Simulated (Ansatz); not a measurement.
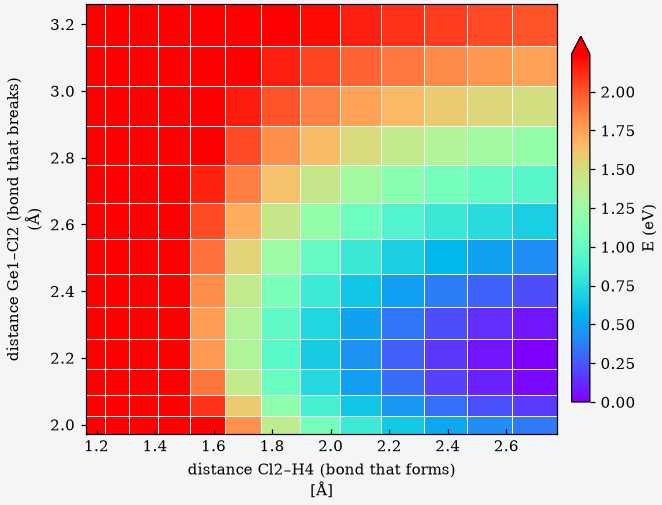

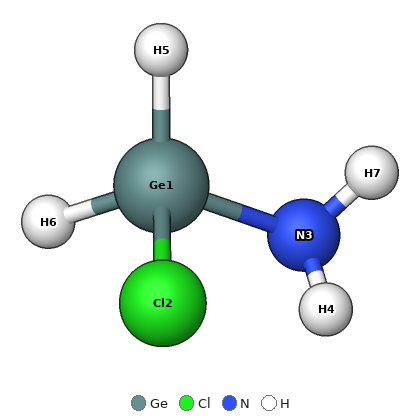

Energy landscape of the reacting system ClGeH4N (fragments ClGeH₄N where the first distance is long, GeH₃N + ClH where the second is long). First axis: distance Cl2–H4 (bond that forms). Second axis: distance Ge1–Cl2 (bond that breaks). Relaxed at each point: all other coordinates. The scan uses a 13 × 13 grid. Points are written as (first, second). Energies: eV, counted from the lowest grid point. The reference is spin-restricted, so regions where a bond is pulled apart into radicals lie too high. These are results of RKS PBE-D4/def2-SVP in Ansatz, not measurements.

In the figure: one coloured cell a grid point, one colour for all values above the top of the scale. The second picture is the structure at the lowest point.

**What does the map say about the system?**

The lowest grid point is at (2.697 Å, 2.210 Å). It lies at the edge of the scanned range, so the true minimum may lie outside. The highest grid point, (1.197 Å, 1.998 Å), lies 4.89 eV above the lowest.

Each point was launched as `ansatz run input.yaml --threads 1 --pin off --max-ram 2560MiB --backend cpu --events-out ev --progress --plain --runs-dir out`. Time for the 169 points that were run: 23 min on 1 thread of Arm Neoverse V2, with other jobs on the host.
